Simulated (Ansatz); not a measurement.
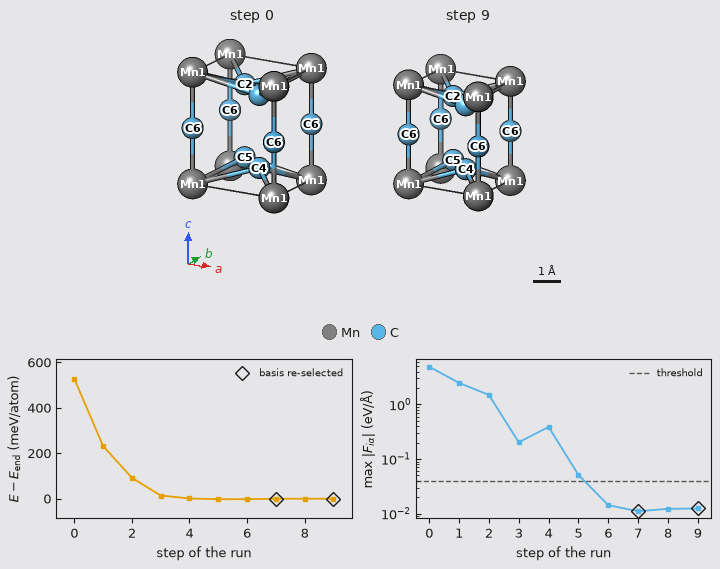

First and last geometry of a relaxation of crystalline MnC5 (a generated structure, set up in P6/mmm) (coarse preliminary run), with the history of the run. A ball-and-stick model of the cell of the calculation, seen slightly off an axis.

Computed with DFT PBE, scalar-relativistic, plane waves, PAW (Ansatz 0.2.0).

The input:
```yaml
crystal:
  lattice:
    - [4.58753107, 0.0, 0.0]
    - [-2.29376554, 3.97291845, 0.0]
    - [0.0, 0.0, 4.2701088]
  atoms:
    - { symbol: Mn, position: [0.0, 0.0, 0.0], spin: 4.0 }
    - { symbol: C, position: [0.33333333, 0.66666667, 0.82693303] }
    - { symbol: C, position: [0.66666667, 0.33333333, 0.82693303] }
    - { symbol: C, position: [0.66666667, 0.33333333, 0.17306697] }
    - { symbol: C, position: [0.33333333, 0.66666667, 0.17306697] }
    - { symbol: C, position: [0.0, 0.0, 0.5] }
basis:
  ecutwfc: 420
kpoints:
  mp_grid: { grid: [6, 6, 4] }
hamiltonian:
  xc: pbe
scf:
  occupations: { method: gaussian, width: 0.1 }
  lower_state_search: "off"
output:
  forces: true
  stress: true
  eigenvalues: true
  populations: true
magnetization:
  spin_polarized: true
relax:
  adjacent_minimum: "off"
  f_tol: 0.04
  max_steps: 70
  cell: { stress_tol: 0.4 }
```

Launched with:
```bash
ansatz run input.yaml --threads 1 --pin off --max-ram 2560MiB --backend cpu --events-out ev --progress --plain --runs-dir out
```

Read the history and describe the run.

It converged. After 7 accepted moves (9 points after the start) the energy has fallen by 528 meV per atom. The largest force component goes from 4.9 to 0.012 eV/Å. The pressure goes from −26.37 to −0.02 GPa. The SCF was repeated twice at an unchanged geometry on a basis and grid sized afresh for the cell, which shifted the energy by 2.2 meV per atom at most. The largest moves relative to the cell, 0.017 Å, are those of C2, C3, C4 and C5. C4 goes along +c. Mn stays in place. Cell: a = b 4.588 → 3.933 Å (−14.3 %), c 4.270 → 3.791 Å (−11.2 %). Volume −34.8 %. Near-neighbour distances that change, for instance: Mn1–C2 2.750 → 2.368 Å, Mn1–C6 2.135 → 1.895 Å, C2–C5 1.478 → 1.346 Å. The space group stays P6/mmm (No. 191). The program noted that the starting moments weren't kept. The run took 100 s on 1 thread of Intel(R) Xeon(R) Processor @ 2.70GHz (shared host), peak memory 0.42 GiB.
